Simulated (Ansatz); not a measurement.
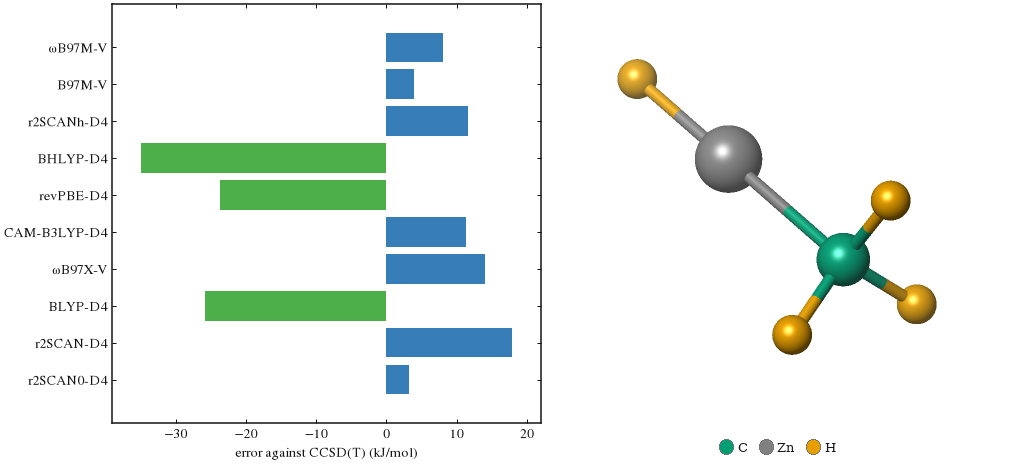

Error in the electronic atomisation energy (method less reference, so positive means overbinding) of CH₄Zn, SMILES [CH3][ZnH], singlet: functionals in def2-TZVPP against frozen-core CCSD(T) at the limit (MP2 extrapolated from triple and quadruple zeta, plus CCSD(T) less MP2 in a smaller set), which gives 1701.5 kJ/mol, at a PBE0-D4/def2-TZVP geometry (a minimum by its frequencies), no zero-point or spin-orbit term, the Ansatz code. The reference leaves out core correlation, a term that grows with the number of heavy atoms. Choice of cores on heavy atoms: Zn/Cu 3s3p.

> Which of these levels overbind, and which underbind?

Overbind: r2SCANh-D4, CAM-B3LYP-D4, ωB97X-V and r2SCAN-D4. Underbind: BHLYP-D4, revPBE-D4 and BLYP-D4. Within 10 kJ/mol of zero, too close to call in view of what the reference leaves out: ωB97M-V, B97M-V and r2SCAN0-D4.

> Give the values.

```
       level  kJ/mol
     ωB97M-V     8.1
      B97M-V     3.9
  r2SCANh-D4    11.6
    BHLYP-D4   −34.9
   revPBE-D4   −23.7
CAM-B3LYP-D4    11.3
     ωB97X-V    14.0
     BLYP-D4   −25.8
   r2SCAN-D4    17.9
  r2SCAN0-D4     3.2
```

Caveats, for all or some of the runs: no scalar relativity up to krypton.
